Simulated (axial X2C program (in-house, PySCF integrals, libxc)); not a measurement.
**HfNC⁺: bond lengths and stretches, held linear**

How do method and spin–orbit coupling move the bonds and stretches of HfNC⁺, held linear?

The runs use an in-house X2C program for linear molecules on PySCF integrals; all-electron X2C, two-component (2c) or spin-free, Hf dyall-v3z, N dyall-av3z, C dyall-v3z.

All values are calculated.

2 further runs of the same task are left out: 2 set aside as unsound or not needed.

## (1) Set-up

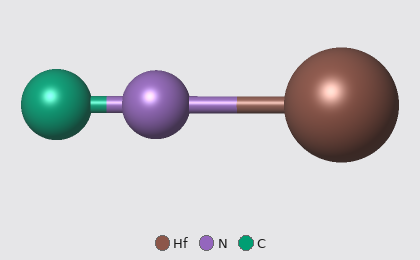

The atoms on one line, bonds 2.180 and 1.170 Å (hafnium brown, nitrogen purple, carbon teal).

File task.json:

```json
{"zs": [72, 7, 6], "q": 1, "bas": ["dyall-v3z", "dyall-av3z", "dyall-v3z"], "r0": [2.18, 1.17], "symm": 0, "scan": ["PBE0", "HF", "r2SCAN"], "levels": ["PBE0", "HF", "B3LYP"], "nst": 2}
```

Keys: zs atomic numbers; q charge; bas basis sets; r0 starting distance in Å; symm equal bonds; scan levels of the two-bond scan (MP2 follows by itself at each HF point); levels methods; nst determinants followed.

Run with:

```sh
$ python solin.py task.json out
```

Masses Hf 179.947, N 14.003, C 12.000 u.

## (2) Scan at PBE0, 2c

State: Ω = 1 (beyond evenly filled blocks: ω = -1/2, ω = 3/2). Energies above the lowest point, from the job's result record:

```
r(Hf–N) (Å)  r(N–C) (Å)  E (meV)
     1.9012      1.1661    78.14
     1.9012      1.1960    32.56
     1.9012      1.2259    70.75
     1.9500      1.1661    41.15
     1.9500      1.1960     0.00
     1.9500      1.2259    42.51
     1.9500      1.2558   153.73
     1.9987      1.1661    66.13
     1.9987      1.1960    29.02
     1.9987      1.2259    75.45
     2.0475      1.1960   107.61
     2.0475      1.2558   276.13
```

A quadratic surface with cubic terms in each bond gives the minimum at 1.950 and 1.195 Å, force constants 4.14, 15.1 and coupling 0.43 mdyn/Å.

## (3) Scan at HF, 2c

State: Ω = 1 (beyond evenly filled blocks: ω = -1/2, ω = 3/2). Energies above the lowest point, from the job's result record:

```
r(Hf–N) (Å)  r(N–C) (Å)  E (meV)
     1.9012      1.1661   100.41
     1.9012      1.1960   116.21
     1.9012      1.2259   217.85
     1.9500      1.1661    15.51
     1.9500      1.1960    37.12
     1.9500      1.2259   144.50
     1.9500      1.2558   322.48
     1.9987      1.1661     0.00
     1.9987      1.1960    26.99
     1.9987      1.2259   139.67
     2.0475      1.1960    73.11
     2.0475      1.2558   378.71
```

A quadratic surface with cubic terms in each bond gives the minimum at 1.985 and 1.173 Å, force constants 4.01, 17.4 and coupling 0.58 mdyn/Å.

## (4) Scan at r2SCAN, 2c

State: Ω = 1 (beyond evenly filled blocks: ω = -1/2, ω = 3/2). Energies above the lowest point, from the job's result record:

```
r(Hf–N) (Å)  r(N–C) (Å)  E (meV)
     1.9012      1.1661    88.82
     1.9012      1.1960    32.68
     1.9012      1.2259    59.53
     1.9500      1.1661    52.01
     1.9500      1.1960     0.00
     1.9500      1.2259    30.89
     1.9500      1.2558   129.68
     1.9987      1.1661    76.40
     1.9987      1.1960    28.14
     1.9987      1.2259    62.67
     2.0475      1.1960   105.00
     2.0475      1.2558   248.42
```

A quadratic surface with cubic terms in each bond gives the minimum at 1.950 and 1.199 Å, force constants 4.09, 14.6 and coupling 0.40 mdyn/Å.

## (5) Comparison

| level | r(Hf–N) (Å) | r(N–C) (Å) | lower stretch (cm⁻¹) | upper stretch (cm⁻¹) |
| --- | --- | --- | --- | --- |
| PBE0, 2c | 1.950 | 1.195 | 545.9 | 2023.2 |
| HF, 2c | 1.985 | 1.173 | 540.7 | 2159.5 |
| r2SCAN, 2c | 1.950 | 1.199 | 542.0 | 1991.9 |
| MP2, 2c | 1.970 | 1.205 | 536.2 | 1971.1 |
| PBE0, spin-free | 1.951 | 1.195 | 547.8 | 2022.7 |
| HF, spin-free | 1.986 | 1.173 | 542.8 | 2158.5 |
| r2SCAN, spin-free | 1.951 | 1.199 | 543.7 | 1991.7 |
| MP2, spin-free | 1.970 | 1.205 | 538.6 | 1969.9 |

Scans not shown above were run alike.

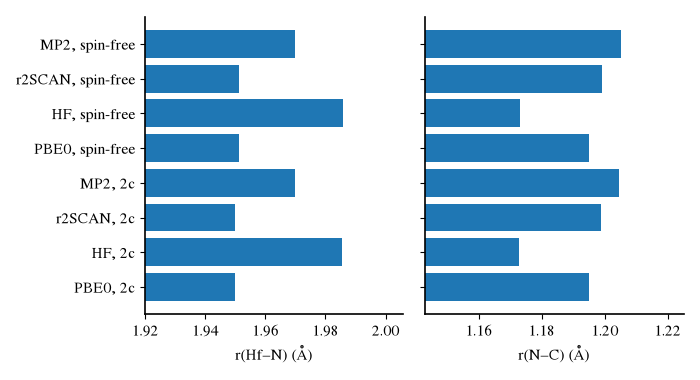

The two bond lengths by level.

In words: Over the levels the Hf–N bond spans 1.950 to 1.986 Å and the N–C bond 1.173 to 1.205 Å. At PBE0 going from spin-free to two-component moves the bonds by -0.001 and -0.000 Å. Each state is one determinant, the lowest of a limited PBE0 search; the stretches come from a fit to few points and are good to some per cent at best. MP2 freezes inner shells (threshold -2 hartree). The molecule was held linear; bending was not examined, so a bent shape may lie lower. Open-shell Ω = 0 determinants with evenly filled partner blocks cannot be reached by this program, so the Ω shown need not be the lowest component. Note: functional without a current term on a determinant with orbital currents, of the molecule or an atom. Note: several unpaired electrons, one determinant need not be a pure state.
